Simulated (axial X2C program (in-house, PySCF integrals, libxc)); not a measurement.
**SeCo: bond curves with and without spin–orbit coupling**

What are the state, bond length, wavenumber and bond energy of SeCo, and what does spin–orbit coupling change?

Program: an in-house X2C program for linear molecules on PySCF integrals. Level of theory: all-electron X2C, Se dyall-cv3z, Co dyall-cv3z. These are calculated values, not measurements.

## Step 1: Set-up

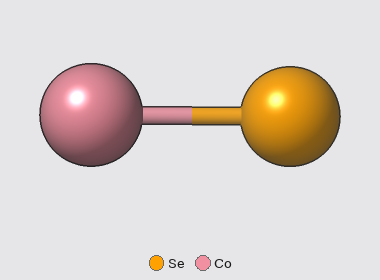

The two atoms at 2.100 Å (selenium orange, cobalt pink).

task.json reads:

```json
{"zs": [34, 27], "q": 0, "bas": ["dyall-cv3z", "dyall-cv3z"], "levels": ["PBE0", "HF", "PBEsol"], "cc": true, "r0": 2.1, "thr": -2.0, "nmax": 90, "npts": 10, "nst": 2, "ntry": 6}
```

Keys: zs atomic numbers; q charge; bas basis sets; levels methods (HF also brings MP2); cc coupled cluster on or off; r0 starting distance in Å; thr threshold in hartree for freezing inner shells (an s shell follows its p shell); nmax most natural virtual spinors; npts points asked for on the curve; nst determinants followed; ntry starts of the search.

Started as:

```sh
python so2c.py task.json out
```

Spin-free means the one-electron spin-free X2C Hamiltonian; two-component (2c) means X2C with spin–orbit coupling and atomic mean-field two-electron Coulomb and Gaunt terms. Basis: Se dyall-cv3z contracted to [8s9p6d4f1g], Co dyall-cv3z contracted to [9s10p6d3f2g]; Gaussian nuclei, density fitting. Masses: Se 79.917 u, Co 58.933 u.

Notation: σ, π±, δ± give the projection m of an orbital's angular momentum (0, ±1, ±2), α and β its spin, Λ and M_S the sums; ω is the projection of a spinor's total angular momentum and Ω the sum. Logs are in hartree.

The results follow Hamiltonian by Hamiltonian and level by level.

## Step 2: Which state to follow

Determinants are compared with PBE0 at 2.100 Å.

Spin-free determinants:

| ΔE (eV) | state | open shells |
| --- | --- | --- |
| 0.00 | M_S = 3/2, Λ = 2 | beyond closed shells: π+α, π-α, δ+α, δ+β, δ-α |
| 0.39 | M_S = 3/2, Λ = 3 | beyond closed shells: σα, π+α, π+β, π-α, δ+α, δ+β, δ-α |
| 0.78 | M_S = 1/2, Λ = 4 | beyond closed shells: π+α, π+β, δ+α, δ+β, δ-α |
| 0.97 | M_S = 3/2, Λ = 1 | beyond closed shells: π+α, π+β, π-α, δ+α, δ-α |
| 1.26 | M_S = 3/2, Λ = 0 | beyond closed shells: σα, δ+α, δ-α |
| 1.57 | M_S = 3/2, Λ = 1 | beyond closed shells: σα, π-α, δ+α, δ+β, δ-α |
| 1.57 | M_S = 3/2, Λ = 3 | beyond closed shells: σα, π+α, δ+α, δ+β, δ-α |

Two-component determinants:

```tsv
ΔE (eV)	state	open shells
0.00	Ω = 7/2	excess of +ω over −ω: ω = -1/2, ω = 3/2, ω = 5/2
0.10	Ω = 1/2	excess of +ω over −ω: ω = 1/2
0.31	Ω = 9/2	excess of +ω over −ω: ω = 1/2, ω = 3/2, ω = 5/2
0.58	Ω = 3/2	excess of +ω over −ω: ω = 3/2
0.83	Ω = 7/2	excess of +ω over −ω: ω = 1/2, 2 × ω = 3/2
0.94	Ω = 5/2	excess of +ω over −ω: ω = 5/2
1.10	Ω = 1/2	excess of +ω over −ω: ω = -1/2, ω = -3/2, ω = 5/2
```

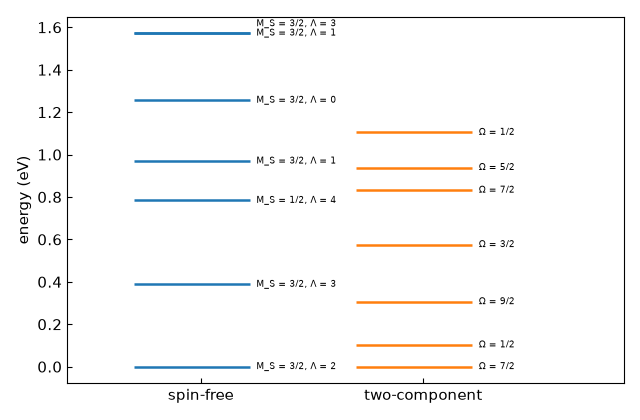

The determinants found, each set from its own lowest.

## Step 3: PBE0, spin-free

State followed: M_S = 3/2, Λ = 2 (beyond closed shells: π+α, π-α, δ+α, δ+β, δ-α). The scan is laid around 2.094 Å, a first estimate of the minimum, and this SCF restarts from the orbitals of the search.

The SCF at the reference distance of 2.094 Å:

```text
spin-free X2C-1e  PBE0
basis functions 210  fitting functions 1187  grid points 5801
iter        total energy     max residual
   1      -3822.746728825     3.88e-01
   2      -3822.763843080     1.37e-03
   3      -3822.763675668     5.73e-03
   4      -3822.763853269     5.98e-04
   5      -3822.763856562     4.21e-04
   6      -3822.763859051     1.07e-04
   7      -3822.763859165     1.84e-05
   8      -3822.763859171     9.43e-06
   9      -3822.763859177     8.39e-06
  10      -3822.763859180     4.33e-06
  11      -3822.763859182     3.17e-06
converged
one-electron -5773.65393648  Coulomb 1867.05152519  exact exchange -36.33711178  xc functional -111.81319935  nuclear repulsion 231.98886324
```

Along the bond, energies from the lowest point:

```csv
R (Å),E (eV),μ (D),HOMO (eV),LUMO (eV),iterations
1.822,1.0414,3.60,-6.64,-2.62,15
1.905,0.4250,3.96,-6.64,-2.75,15
1.968,0.1640,4.21,-6.60,-2.88,15
2.031,0.0326,4.46,-6.56,-3.01,15
2.094,0.0000,4.68,-6.51,-3.13,11
2.167,0.0550,4.92,-6.46,-3.26,16
2.241,0.1819,5.12,-6.31,-3.37,16
2.335,0.4120,5.29,-6.13,-3.46,16
2.450,0.7413,5.35,-5.97,-3.48,16
2.618,1.2265,5.26,-5.86,-3.50,18
```

Dipoles are positive if Co is the positive end.

Outer orbitals at the reference distance:

```json
{"symmetry": "σα", "occupied": "yes", "ε (eV)": "-18.41", "atomic character": "75% Se s, 10% Co p, 8% Co d"}
{"symmetry": "σβ", "occupied": "yes", "ε (eV)": "-17.86", "atomic character": "74% Se s, 10% Co p, 8% Co d"}
{"symmetry": "π+α", "occupied": "yes", "ε (eV)": "-11.01", "atomic character": "96% Co d, 4% Se p"}
{"symmetry": "π-α", "occupied": "yes", "ε (eV)": "-11.01", "atomic character": "96% Co d, 4% Se p"}
{"symmetry": "δ+α", "occupied": "yes", "ε (eV)": "-10.47", "atomic character": "100% Co d"}
{"symmetry": "δ-α", "occupied": "yes", "ε (eV)": "-10.47", "atomic character": "100% Co d"}
{"symmetry": "σα", "occupied": "yes", "ε (eV)": "-10.29", "atomic character": "80% Co d, 15% Se p, 4% Se s"}
{"symmetry": "σβ", "occupied": "yes", "ε (eV)": "-9.06", "atomic character": "59% Co d, 33% Se p, 5% Se s"}
{"symmetry": "δ+β", "occupied": "yes", "ε (eV)": "-8.05", "atomic character": "100% Co d"}
{"symmetry": "σα", "occupied": "yes", "ε (eV)": "-7.48", "atomic character": "51% Se p, 34% Co s, 12% Co d"}
{"symmetry": "σβ", "occupied": "yes", "ε (eV)": "-6.93", "atomic character": "38% Se p, 30% Co d, 30% Co s"}
{"symmetry": "π+β", "occupied": "yes", "ε (eV)": "-6.81", "atomic character": "52% Se p, 41% Co d, 5% Co p"}
{"symmetry": "π-β", "occupied": "yes", "ε (eV)": "-6.68", "atomic character": "61% Se p, 32% Co d, 6% Co p"}
{"symmetry": "π+α", "occupied": "yes", "ε (eV)": "-6.51", "atomic character": "83% Se p, 10% Co p, 7% Co d"}
{"symmetry": "π-α", "occupied": "yes", "ε (eV)": "-6.51", "atomic character": "83% Se p, 10% Co p, 7% Co d"}
{"symmetry": "σα", "occupied": "no", "ε (eV)": "-3.13", "atomic character": "39% Co s, 39% Co p, 18% Se p"}
{"symmetry": "π+β", "occupied": "no", "ε (eV)": "-2.87", "atomic character": "58% Co d, 30% Se p, 11% Co p"}
{"symmetry": "σβ", "occupied": "no", "ε (eV)": "-2.59", "atomic character": "43% Co s, 38% Co p, 13% Se p"}
{"symmetry": "π-β", "occupied": "no", "ε (eV)": "-2.52", "atomic character": "67% Co d, 22% Se p, 10% Co p"}
```

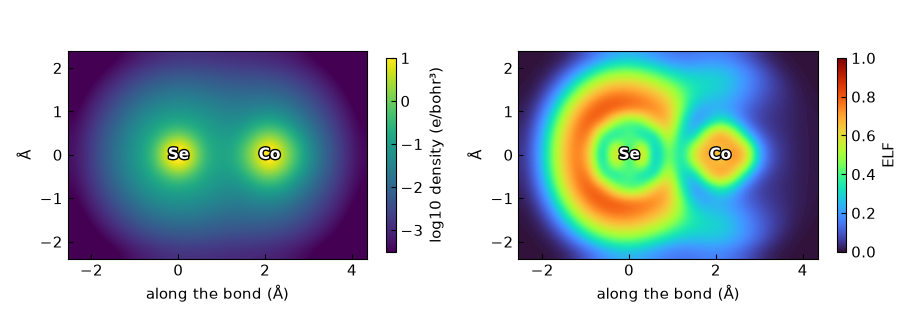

PBE0 fields in a plane through the axis, from a grid of 0.3 Å; Se lies at z = 0 and Co at z = 2.094 Å; the ELF is damped to zero where the density is low.

Re = 2.087 Å, ωe = 395 cm⁻¹, ωexe = 1.13 cm⁻¹, Be = 0.1141 cm⁻¹, De = 2.97 eV, μ = 4.66 D.

## Step 4: HF, spin-free

Output at 2.094 Å:

```text
spin-free X2C-1e  HF
basis functions 210  fitting functions 1187  grid points 5801
iter        total energy     max residual
   1      -3819.961995186     1.64e-01
   2      -3820.025817095     3.45e-02
   3      -3820.041475360     3.09e-02
   4      -3820.049983561     1.51e-02
   5      -3820.057739691     9.86e-03
   6      -3820.060041920     5.86e-03
   7      -3820.061228434     3.25e-03
   8      -3820.061929060     1.56e-03
   9      -3820.062306424     1.27e-03
  10      -3820.062579554     1.29e-03
  11      -3820.063028638     1.14e-03
  12      -3820.063574232     1.08e-03
  13      -3820.063823054     7.18e-04
  14      -3820.063995343     4.24e-04
  15      -3820.064032220     2.25e-04
  16      -3820.064032696     1.24e-04
  17      -3820.064036734     8.89e-05
  18      -3820.064037284     3.48e-05
  19      -3820.064037590     9.32e-06
  20      -3820.064037593     3.52e-06
  21      -3820.064037593     1.09e-06
converged
one-electron -5771.78614548  Coulomb 1865.36594380  exact exchange -145.63269916  xc functional 0.00000000  nuclear repulsion 231.98886324
```

Re = 2.322 Å, ωe = 253.9 cm⁻¹, Be = 0.0922 cm⁻¹, De = 0.422 eV, μ = 5.38 D. ⟨S²⟩ = 4.33 against 3.75 for a pure state, so this determinant mixes spins.

## Step 5: PBEsol, spin-free

Output at 2.094 Å:

```text
spin-free X2C-1e  PBEsol
basis functions 210  fitting functions 1187  grid points 5801
iter        total energy     max residual
   1      -3819.799298887     6.44e-02
   2      -3819.767463297     6.24e-02
   3      -3818.831905715     4.01e-01
   4      -3819.749129697     6.12e-02
   5      -3819.802601860     3.32e-02
   6      -3819.811376499     1.60e-02
   7      -3819.813716026     7.20e-03
   8      -3819.814364649     2.28e-03
   9      -3819.814402580     1.56e-04
  10      -3819.814402923     1.17e-04
  11      -3819.814403100     7.99e-05
  12      -3819.814403142     1.55e-06
  13      -3819.814403142     2.20e-06
converged
one-electron -5772.88073188  Coulomb 1866.17951295  exact exchange 0.00000000  xc functional -145.10204745  nuclear repulsion 231.98886324
```

Re = 2.072 Å, ωe = 399 cm⁻¹, ωexe = 1.1 cm⁻¹, Be = 0.1158 cm⁻¹, De = 4.35 eV, μ = 3.23 D.

## Step 6: MP2, spin-free

Correlated methods: 15 electrons correlated (frozen shells, counted by type: Se 3 s, 2 p, 1 d; Co 3 s, 2 p), 265 virtual spinors in MP2.

Output of the correlated part at 2.094 Å:

```text
correlated 15  virtual 265  natural virtual 90  E(MP2) -0.419057099  MP2 remainder -0.041028510
iter   CCSD correlation   residual
   1     -0.374515977   1.59e-01
   2     -0.386265305   9.11e-02
   3     -0.394018877   5.93e-02
   4     -0.397320112   4.00e-02
   5     -0.401035410   2.68e-02
   6     -0.402235592   1.42e-02
   7     -0.402975234   8.52e-03
   8     -0.403265694   5.17e-03
   9     -0.403286732   3.00e-03
  10     -0.403401860   1.51e-03
  11     -0.403358601   8.69e-04
  12     -0.403381898   5.32e-04
  13     -0.403380728   3.12e-04
  14     -0.403377345   1.60e-04
  15     -0.403376850   7.48e-05
  16     -0.403375805   3.92e-05
  17     -0.403374742   2.23e-05
  18     -0.403373941   1.45e-05
  19     -0.403373300   7.20e-06
  20     -0.403373319   3.53e-06
(T) -0.019354809  T1 0.1038  D1 0.2910  max T2 0.096
```

T1 in the output is the amplitude norm over the root of the electron number; divide by √2 for the Lee–Taylor value.

Coupled cluster ran at too few distances for a curve.

MP2: No constants are quoted: the reference is strongly spin-contaminated.

## Step 7: A higher determinant, spin-free

State: M_S = 3/2, Λ = 3 (beyond closed shells: σα, π+α, π+β, π-α, δ+α, δ+β, δ-α).

Output at the reference distance:

```text
spin-free X2C-1e  PBE0
basis functions 210  fitting functions 1187  grid points 5801
iter        total energy     max residual
   1      -3822.732735878     3.91e-01
   2      -3822.749316362     9.19e-04
   3      -3822.749288979     2.82e-03
   4      -3822.749322271     7.18e-04
   5      -3822.749325431     4.88e-04
   6      -3822.749328358     3.75e-05
   7      -3822.749328400     3.50e-05
   8      -3822.749328434     3.52e-05
   9      -3822.749328453     1.85e-05
  10      -3822.749328456     4.24e-06
  11      -3822.749328457     3.37e-06
converged
one-electron -5774.41456123  Coulomb 1867.87027246  exact exchange -36.35317818  xc functional -111.84072474  nuclear repulsion 231.98886324
```

| R (Å) | E above the lowest PBE0 point (eV) |
| --- | --- |
| 1.822 | 1.843 |
| 1.905 | 1.089 |
| 1.968 | 0.732 |
| 2.031 | 0.511 |
| 2.094 | 0.395 |
| 2.167 | 0.360 |
| 2.241 | 0.402 |
| 2.335 | 0.532 |
| 2.450 | 0.757 |

Re = 2.160 Å, ωe = 345 cm⁻¹, ωexe = 1.33 cm⁻¹, Be = 0.1065 cm⁻¹, μ = 5.05 D. Te = 0.36 eV.

(Part 1 of 2 ends here.)
